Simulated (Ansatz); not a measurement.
```xyz
10

B     0.1024    0.6617   -0.2406
O    -0.0745   -0.3788    2.1552
H    -0.8974   -0.8428    2.0743
N     1.3090    0.1650   -0.7183
H     1.3715   -0.7723   -1.0505
H     2.1879    0.6043   -0.5772
F    -1.0265   -0.0032   -0.4545
S    -0.1203    2.3678    0.5086
H     1.1599    2.6871    0.6425
H    -0.3179    0.5394    2.3561
```

Not at a stationary point (largest force 1.2 eV/Å).

Level of theory: Ansatz 0.2.0, RHF/6-31G*.

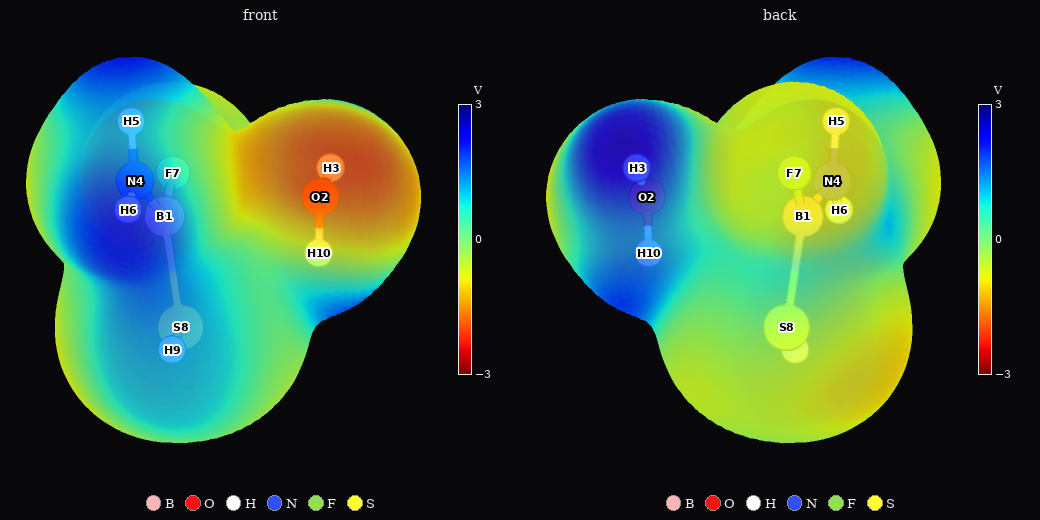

BFH$_{3}$NS···H$_{2}$O. The molecular electrostatic potential painted on the density surface at 0.002 e/bohr³, seen from the front and from behind; the colour scale runs from red (negative) to blue (positive).

> Where is the surface potential most negative and most positive?

The most negative region (about −1.8 V) lies over O2, the most positive (about +2.4 V) over H3. O2 is the likeliest acceptor of a hydrogen bond.
